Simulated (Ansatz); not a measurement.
# P₃H (singlet): one geometry, many settings at a displaced geometry (v1)

Aim: run P₃H (singlet) at one geometry under a spread of methods and options, and see what each costs and gives.

Method: the settings change from run to run; program: Ansatz 0.2.0, Gaussian basis.

21 further runs of the same task are left out: 8 for a known fault of the program, 4 that didn't finish, 9 set aside as unsound or not needed.

**1. The system**

The geometry is a PBE0/def2-TZVP stationary point (not a proven minimum) with its atoms shifted at random (size 0.040 Å).

4 atoms, charge 0, spin multiplicity 1.

Atoms are counted from 1 here; the program's logs count them from 0.

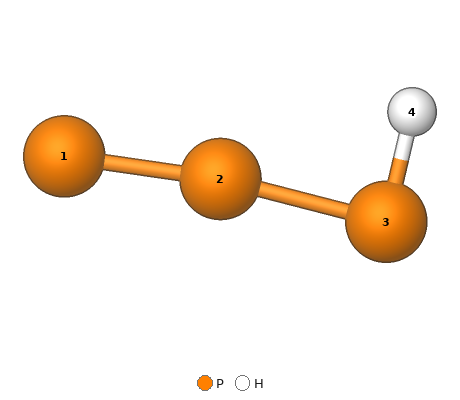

The geometry (phosphorus orange, hydrogen white); atoms are numbered from 1 in the order of the file.

**2. HF/STO-3G**

in.yaml

```yaml
crystal:
  periodic: [false, false, false]
  atoms:
    - {symbol: P, position_ang: [0.002343, -0.338358, 2.471869]}
    - {symbol: P, position_ang: [0.001457, -0.255156, 0.569832]}
    - {symbol: P, position_ang: [0.049469, -0.383806, -1.491355]}
    - {symbol: H, position_ang: [-0.053269, 0.977320, -1.550345]}
basis:
  gaussian: {orbitals: STO-3G}
magnetization: {spin_polarized: false}
hamiltonian: {xc: hf}
accuracy: high
output: {orbitals: {seedname: orbitals}}
```

On the command line:

```
> ansatz run in.yaml --threads 1 --pin off --events-out ev --progress --plain --max-ram 2393MiB
```

Standard output:

```text
Functional definition: HF
  name "HF"
  cite "Fock, Z. Phys. 61, 126 (1930) doi:10.1007/BF01340294"
  parent pbe
  exchange = exact_x
  correlation = 0
501 factors; integrals over basis functions are off by at most 7.9e-9 eV
mean field evaluation 1: about -27514.0472 eV, gradient 1.6e1 eV
mean field evaluation 2: about -27514.0767 eV, gradient 1.6e1 eV
mean field evaluation 4: about -27514.9966 eV, gradient 3.3e0 eV
mean field evaluation 8: about -27515.1024 eV, gradient 1.4e-1 eV
mean field evaluation 16: about -27510.0068 eV, gradient 4.3e0 eV
mean field evaluation 32: about -27506.5603 eV, gradient 1.6e1 eV
mean field -27515.10244565 eV, -1011.1613644712 hartree, gradient 6.0e-8 eV, S^2 0.000000; 0 other end points of the search recorded, 0 dependent functions left out
reference -27515.10244565 eV, -1011.1613644712 hartree; 23, 23 occupied and 5, 5 virtual orbitals, 501 factors
Total energy: -27515.10244565 eV, -1011.1613644712 hartree
```

It took 1.6 s on 1 thread of Intel Xeon at 2.50GHz, shared host.

**3. CCSDT(Q) on RHF/STO-3G**

Changes to in.yaml since step 2:

```diff
@@ -10,4 +10,2 @@
 magnetization: {spin_polarized: false}
-hamiltonian: {xc: hf}
-accuracy: high
-output: {orbitals: {seedname: orbitals}}
+correlation: {method: ccsdt_q, electrons: valence}
```

Launched as before.

Standard output, shortened:

```text
Functional definition: HF
  name "HF"
  cite "Fock, Z. Phys. 61, 126 (1930) doi:10.1007/BF01340294"
  parent pbe
[...]
486 factors; integrals over basis functions are off by at most 2.8e-8 eV
[...]
mean field -27515.10244564 eV, -1011.1613644708 hartree, gradient 8.0e-6 eV, S^2 0.000000; 5 other end points of the search recorded, 0 dependent functions left out; unrestricted orbitals would lower it
15 core orbitals not correlated: weight in the atoms' cores, before any rotation towards them, 0.999 or more for the frozen orbitals, at most 0.000 for the correlated occupied ones
reference -27515.10244564 eV, -1011.1613644708 hartree; 8, 8 occupied and 5, 5 virtual orbitals, 486 factors
second order -4.70031167 eV of doubles, -0.00000000 eV of singles
cycle   1  -4.46478381 eV  change    2.4e-1 eV  update   1.7e-1
[...]
cycle  18  -5.31668803 eV  change   -8.7e-8 eV  update   7.2e-7
perturbative correction -0.08486554 eV, -0.0031187512 hartree
Total energy: -27520.50399921 eV, -1011.3598679032 hartree
```

Wall time 3.2 s (1 thread of Intel Xeon at 2.50GHz, shared host).

From the report: correlation -5.4016 eV; T1 0.039; largest double amplitude 0.20.

**4. MP2 on RHF/cc-pVDZ**

Changes to in.yaml since step 3:

```diff
@@ -8,4 +8,4 @@
 basis:
-  gaussian: {orbitals: STO-3G}
+  gaussian: {orbitals: cc-pVDZ, point_charges: [{charge: -1.00, position_ang: [3.655, 0.894, -0.880]}]}
 magnetization: {spin_polarized: false}
-correlation: {method: ccsdt_q, electrons: valence}
+correlation: {method: mp2, electrons: all}
```

Launched as before.

Standard output:

```text
Functional definition: HF
  name "HF"
  cite "Fock, Z. Phys. 61, 126 (1930) doi:10.1007/BF01340294"
  parent pbe
  exchange = exact_x
  correlation = 0
623 factors; integrals over basis functions are off by at most 1.1e-3 eV
mean field evaluation 1: about -27828.7208 eV, gradient 1.4e1 eV
mean field evaluation 2: about -27828.7301 eV, gradient 1.4e1 eV
mean field evaluation 4: about -27829.6880 eV, gradient 2.8e0 eV
mean field evaluation 8: about -27829.7512 eV, gradient 2.4e-1 eV
mean field -27829.75311605 eV, -1022.7245633308 hartree, gradient 6.4e-6 eV, S^2 0.000000; 0 other end points of the search recorded, 0 dependent functions left out; unrestricted orbitals would lower it
mean field evaluation 16: about -27829.7896 eV, gradient 1.6e-1 eV
reference -27829.75311605 eV, -1022.7245633308 hartree; 23, 23 occupied and 36, 36 virtual orbitals, 623 factors
second order -10.26244690 eV of doubles, -0.00000000 eV of singles
Total energy: -27840.01556295 eV, -1023.1017012981 hartree
```

Run time: 2.5 s. Hardware: 1 thread of Intel Xeon at 2.50GHz, shared host.

**5. BCCD(T) on RHF/cc-pVDZ**

Changes to in.yaml since step 4:

```diff
@@ -8,4 +8,5 @@
 basis:
-  gaussian: {orbitals: cc-pVDZ, point_charges: [{charge: -1.00, position_ang: [3.655, 0.894, -0.880]}]}
+  gaussian: {orbitals: cc-pVDZ}
 magnetization: {spin_polarized: false}
-correlation: {method: mp2, electrons: all}
+correlation: {method: bccd_t, electrons: outside_noble_gas}
+accuracy: high
```

Same command.

Standard output, shortened:

```text
Functional definition: HF
  name "HF"
  cite "Fock, Z. Phys. 61, 126 (1930) doi:10.1007/BF01340294"
  parent pbe
[...]
1216 factors; integrals over basis functions are off by at most 3.4e-9 eV
[...]
mean field -27829.67949253 eV, -1022.7218577162 hartree, gradient 7.3e-8 eV, S^2 0.000000; 0 other end points of the search recorded, 0 dependent functions left out; unrestricted orbitals would lower it
15 core orbitals not correlated: weight in the atoms' cores, before any rotation towards them, 1.000 or more for the frozen orbitals, at most 0.000 for the correlated occupied ones
reference -27829.67949253 eV, -1022.7218577162 hartree; 8, 8 occupied and 36, 36 virtual orbitals, 1216 factors
second order -9.68591977 eV of doubles, -0.00000000 eV of singles
cycle   1  -9.93627530 eV  change   -2.5e-1 eV  update   1.3e-1
[...]
cycle  29  -10.39908092 eV  change   -1.8e-9 eV  update   1.3e-9
perturbative correction -0.67084366 eV, -0.0246530497 hartree
Total energy: -27840.74941711 eV, -1023.1286699410 hartree
```

It took 13 s on 1 thread of Intel Xeon at 2.50GHz, shared host.

From the report: correlation -11.0699 eV; largest double amplitude 0.11.

**6. MRCISD+Q(4,4)/6-31G**

Changes to in.yaml since step 5:

```diff
@@ -8,5 +8,3 @@
 basis:
-  gaussian: {orbitals: cc-pVDZ}
-magnetization: {spin_polarized: false}
-correlation: {method: bccd_t, electrons: outside_noble_gas}
-accuracy: high
+  gaussian: {orbitals: 6-31G}
+correlation: {method: fic_mrcisd_q, electrons: outside_noble_gas, active_space: {window: {electrons: 4, orbitals: 4}, states: [{multiplicity: 1, weights: [1, 1]}]}}
```

The command is unchanged.

Standard output, shortened:

```text
Functional definition: HF
  name "HF"
  cite "Fock, Z. Phys. 61, 126 (1930) doi:10.1007/BF01340294"
  parent pbe
[...]
810 factors; integrals over basis functions are off by at most 3.9e-8 eV
[...]
mean field -27824.82213771 eV, -1022.5433532191 hartree, gradient 3.0e-6 eV, S^2 0.000000; 1 other end points of the search recorded, 0 dependent functions left out; unrestricted orbitals would lower it
reference -27824.82213771 eV, -1022.5433532191 hartree; 23, 23 occupied and 18, 18 virtual orbitals, 810 factors
state -27825.44015864 eV, -1022.5660650691 hartree
state -27824.37923436 eV, -1022.5270768212 hartree
contracted CI cycle   1: correlation 0.00000000 eV, 0.0000000000 hartree, residual 1.40e1 eV
contracted CI cycle   2: correlation -4.24627106 eV, -0.1560475833 hartree, residual 3.41e0 eV
contracted CI cycle   3: correlation -4.56442657 eV, -0.1677395827 hartree, residual 9.63e-1 eV
[...]
contracted CI cycle   5: correlation -4.17511829 eV, -0.1534327673 hartree, residual 1.38e-1 eV
contracted CI cycle   6: correlation -4.17576970 eV, -0.1534567060 hartree, residual 5.67e-2 eV
contracted CI cycle   7: correlation -4.17587159 eV, -0.1534604505 hartree, residual 2.14e-2 eV
contracted CI cycle   8: correlation -4.17588755 eV, -0.1534610369 hartree, residual 8.24e-3 eV
contracted CI cycle   9: correlation -4.17588998 eV, -0.1534611261 hartree, residual 3.38e-3 eV
contracted CI cycle  10: correlation -4.17589039 eV, -0.1534611414 hartree, residual 1.50e-3 eV
state -27824.07882495 eV, -1022.5160369790 hartree; corrected -27828.77050994 eV, -1022.6884532221 hartree
state -27825.44015864 eV, -1022.5660650691 hartree; corrected -27830.66080857 eV, -1022.7579204154 hartree
state -27824.37923436 eV, -1022.5270768212 hartree; corrected -27828.71725771 eV, -1022.6864962387 hartree
the orbitals are reached from those of the next higher spin: the first search ends at -27824.90870787 eV, -1022.5465346138 hartree
Total energy: -27829.68903314 eV, -1022.7222083270 hartree
```

Run time: 19 s. Hardware: 1 thread of Intel Xeon at 2.50GHz, shared host.

From the report: 36 determinants; active occupations (of the averaged states) 1.93, 1.41, 0.50, 0.16.

**7. CCSD(T)/6-31G**

Changes to in.yaml since step 6:

```diff
@@ -9,2 +9,5 @@
   gaussian: {orbitals: 6-31G}
-correlation: {method: fic_mrcisd_q, electrons: outside_noble_gas, active_space: {window: {electrons: 4, orbitals: 4}, states: [{multiplicity: 1, weights: [1, 1]}]}}
+magnetization: {spin_polarized: true, initial_magnetization: 0}
+hamiltonian: {xc: {name: PBE0}}
+correlation: {method: ccsd_t, electrons: all}
+output: {forces: true}
```

The command is unchanged.

Standard output, shortened:

```text
Functional definition: PBE0
  name "PBE0"
  cite "Adamo & Barone, J. Chem. Phys. 110, 6158 (1999) doi:10.1063/1.478522"
  cite "Perdew, Burke & Ernzerhof, Phys. Rev. Lett. 77, 3865 (1996) doi:10.1103/PhysRevLett.77.3865"
  parent pbe
[...]
452 factors; integrals over basis functions are off by at most 2.2e-4 eV
[...]
mean field -27866.14333242 eV, -1024.0618791161 hartree, gradient 2.0e-6 eV, S^2 0.000000; 4 other end points of the search recorded, 0 dependent functions left out
reference -27824.40101170 eV, -1022.5278771236 hartree; 23, 23 occupied and 18, 18 virtual orbitals, 452 factors
second order -6.19566527 eV of doubles, -0.34714789 eV of singles
cycle   1  -5.88862188 eV  change    6.4e-1 eV  update   1.4e-1
[...]
cycle  15  -6.34859011 eV  change    2.5e-7 eV  update   2.2e-7
perturbative correction -0.32657487 eV, -0.0120014052 hartree
[...]
Total energy: -27831.07617668 eV, -1022.7731849121 hartree
Atom 0 at     0.002343    -0.338358     2.471869 Å, force     0.008721    -0.266934     4.267059 eV/Å
Atom 1 at     0.001457    -0.255156     0.569832 Å, force    -0.058280     0.286787    -1.707495 eV/Å
Atom 2 at     0.049469    -0.383806    -1.491355 Å, force     0.217742    -2.305569    -2.136463 eV/Å
Atom 3 at    -0.053269     0.977320    -1.550345 Å, force    -0.168182     2.285716    -0.423101 eV/Å
Dipole moment:    -0.011917     0.172522     0.074394 e Å
```

It took 58 s on 1 thread of Intel Xeon at 2.50GHz, shared host; peak memory 0.3 GiB.

From the report: ⟨S²⟩ of the determinant 0.000 (pure singlet: 0.00); correlation -6.6752 eV; T1 0.008; largest double amplitude 0.14. The orbitals are Kohn-Sham ones, so correlation energy and T1 don't compare with those on Hartree-Fock orbitals.

**8. All runs side by side**

| level | correlated | functions | energy (eV) | time |
| --- | --- | --- | --- | --- |
| HF/STO-3G |  | 28 | -27515.1024 | 1.6 s |
| CCSDT(Q) on RHF/STO-3G | valence | 28 | -27520.5040 | 3.2 s |
| MP2 on RHF/cc-pVDZ (beside a point charge) | all | 59 | -27840.0156 | 2.5 s |
| BCCD(T) on RHF/cc-pVDZ | outside noble gas | 59 | -27840.7494 | 13 s |
| MRCISD+Q(4,4)/6-31G (mean of several states) | outside noble gas | 41 | -27829.6890 | 19 s |
| CCSD(T)/6-31G (on PBE0 orbitals) | all | 41 | -27831.0762 | 58 s |

**9. Summary of results**

```
quantity                                   value
    runs                                       6
quickest                        HF/STO-3G, 1.6 s
 slowest  CCSD(T)/6-31G (on PBE0 orbitals), 58 s
```

Total energies in different bases, with other cores or another treatment of relativity can't be set against each other. CCSD(T)/6-31G (on PBE0 orbitals) took 36 times as long as HF/STO-3G; the jobs differ in more than the method.
